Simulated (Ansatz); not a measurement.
# HF/3-21G run of Si5H10 (SMILES [SiH2]1[SiH2][SiH2][SiH2][SiH2]1)

What is the vertical singlet–triplet gap of Si5H10 at HF/3-21G? 

The calculation is run with Ansatz 0.2.0.

37 further runs of the same task are left out: 6 that didn't finish, 31 set aside as unsound or not needed.

### 1 The structure to begin with

Si5H10 has 15 atoms, charge 0, and is taken as a singlet. As SMILES, `[SiH2]1[SiH2][SiH2][SiH2][SiH2]1`. The coordinates come from a PBE0-D4/def2-TZVP relaxation. This is one conformer, not always the lowest.

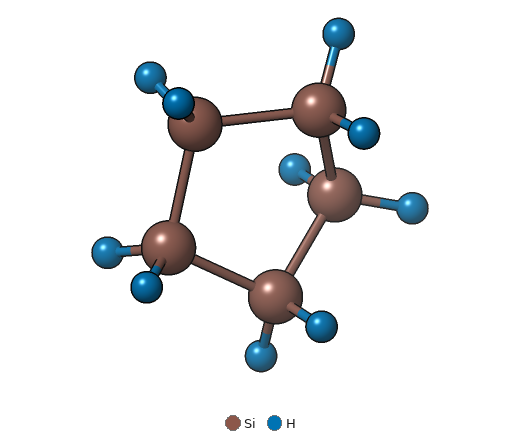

The structure, seen from a chosen angle (silicon brown, hydrogen blue).

### 2 The energy at HF/3-21G

Input file job.yaml:

```yaml
crystal:
  periodic: [false, false, false]
  atoms:
    - {symbol: Si, position_ang: [-1.084060, 1.459050, 0.707660]}
    - {symbol: Si, position_ang: [-0.059090, -0.250640, 1.935200]}
    - {symbol: Si, position_ang: [1.685310, -0.847370, 0.493250]}
    - {symbol: Si, position_ang: [0.606660, -0.977730, -1.585910]}
    - {symbol: Si, position_ang: [-1.132210, 0.611030, -1.483210]}
    - {symbol: H, position_ang: [-0.194180, 2.654660, 0.740620]}
    - {symbol: H, position_ang: [-2.428560, 1.852980, 1.210560]}
    - {symbol: H, position_ang: [0.385250, 0.161940, 3.294480]}
    - {symbol: H, position_ang: [-1.000910, -1.399120, 2.063570]}
    - {symbol: H, position_ang: [2.395090, -2.100510, 0.869400]}
    - {symbol: H, position_ang: [2.671440, 0.270290, 0.461680]}
    - {symbol: H, position_ang: [0.014450, -2.335600, -1.746080]}
    - {symbol: H, position_ang: [1.530020, -0.729740, -2.727130]}
    - {symbol: H, position_ang: [-0.952370, 1.690690, -2.492650]}
    - {symbol: H, position_ang: [-2.436840, -0.059940, -1.741430]}
basis:
  gaussian:
    orbitals: 3-21G.json
accuracy: high
hamiltonian:
  xc: hf
output: {orbitals: {seedname: orbitals}}
```

The basis set 3-21G is read from a file made from the Basis Set Exchange's data (not shown).

On the command line:

```sh
$ ansatz run job.yaml --threads 1 --pin off --max-ram 3480MiB --events-out events.jsonl --progress --plain --runs-dir runs
```

Output:

```text
Warning: RAYON_NUM_THREADS=1 ignored (pool sized by the plan → 1); use --threads N
Functional definition: HF
  name "HF"
  exchange = exact_x
  correlation = 0
2094 factors; integrals over basis functions are off by at most 5.9e-9 eV
mean field evaluation 1: about -39258.8922 eV, gradient 1.4e1 eV
mean field evaluation 2: about -39258.8913 eV, gradient 1.4e1 eV
mean field evaluation 4: about -39260.0464 eV, gradient 6.8e-1 eV
mean field evaluation 8: about -39260.0489 eV, gradient 8.5e-7 eV
mean field -39260.04893603 eV, -1442.7801869823 hartree, gradient 1.8e-8 eV, S^2 0.000000; 0 other end points of the search recorded, 0 dependent functions left out
reference -39260.04893603 eV, -1442.7801869823 hartree; 40, 40 occupied and 45, 45 virtual orbitals, 2094 factors
Total energy: -39260.04893603 eV, -1442.7801869823 hartree
```

Wall time 3.3 s (1 thread of Arm Neoverse V2, shared host); peak memory 0.3 GiB.

### 3 The triplet at the same level

Input file input.yaml:

```yaml
crystal:
  periodic: [false, false, false]
  atoms:
    - {symbol: Si, position_ang: [-1.084060, 1.459050, 0.707660]}
    - {symbol: Si, position_ang: [-0.059090, -0.250640, 1.935200]}
    - {symbol: Si, position_ang: [1.685310, -0.847370, 0.493250]}
    - {symbol: Si, position_ang: [0.606660, -0.977730, -1.585910]}
    - {symbol: Si, position_ang: [-1.132210, 0.611030, -1.483210]}
    - {symbol: H, position_ang: [-0.194180, 2.654660, 0.740620]}
    - {symbol: H, position_ang: [-2.428560, 1.852980, 1.210560]}
    - {symbol: H, position_ang: [0.385250, 0.161940, 3.294480]}
    - {symbol: H, position_ang: [-1.000910, -1.399120, 2.063570]}
    - {symbol: H, position_ang: [2.395090, -2.100510, 0.869400]}
    - {symbol: H, position_ang: [2.671440, 0.270290, 0.461680]}
    - {symbol: H, position_ang: [0.014450, -2.335600, -1.746080]}
    - {symbol: H, position_ang: [1.530020, -0.729740, -2.727130]}
    - {symbol: H, position_ang: [-0.952370, 1.690690, -2.492650]}
    - {symbol: H, position_ang: [-2.436840, -0.059940, -1.741430]}
basis:
  gaussian: {orbitals: 3-21G.json}
magnetization: {spin_polarized: true, initial_magnetization: 2}
hamiltonian: {xc: hf}
accuracy: high
output: {orbitals: {seedname: orbitals}}
```

The basis set 3-21G is read from a file made from the Basis Set Exchange's data (not shown).

On the command line:

```sh
$ ansatz run input.yaml --threads 1 --pin off --max-ram 3480MiB --events-out events.jsonl --progress --plain --runs-dir runs
```

Output (excerpt; [...] marks lines left out):

```text
Warning: RAYON_NUM_THREADS=1 ignored (pool sized by the plan → 1); use --threads N
[... 2 set-up lines as earlier in the session ...]
[...]
2094 factors; integrals over basis functions are off by at most 5.9e-9 eV
[...]
mean field -39253.42492991 eV, -1442.5367592470 hartree, gradient 3.3e-8 eV, S^2 2.016450; 4 other end points of the search recorded, 0 dependent functions left out
reference -39253.42492991 eV, -1442.5367592470 hartree; 41, 39 occupied and 44, 46 virtual orbitals, 2094 factors
Total energy: -39253.42492991 eV, -1442.5367592470 hartree
```

Wall time 42 s (1 thread of Arm Neoverse V2, shared host); peak memory 0.45 GiB.

### 4 Summary of results

Level: HF/3-21G.

| quantity | value |
| --- | --- |
| singlet: total energy | -1442.78019 Eh |
| singlet: HOMO energy | -10.01 eV |
| singlet: LUMO energy | 2.63 eV |
| singlet: HOMO–LUMO gap | 12.63 eV |
| triplet: total energy | -1442.53676 Eh |
| triplet: HOMO energy (highest over α and β) | -3.42 eV |
| triplet: LUMO energy (lowest over α and β) | -2.78 eV |
| triplet: ⟨S²⟩ | 2.016 |
| vertical energy of the triplet above the singlet | 6.624 eV |

In words: At this shape the triplet lies 6.62 eV (639 kJ/mol) above the singlet.
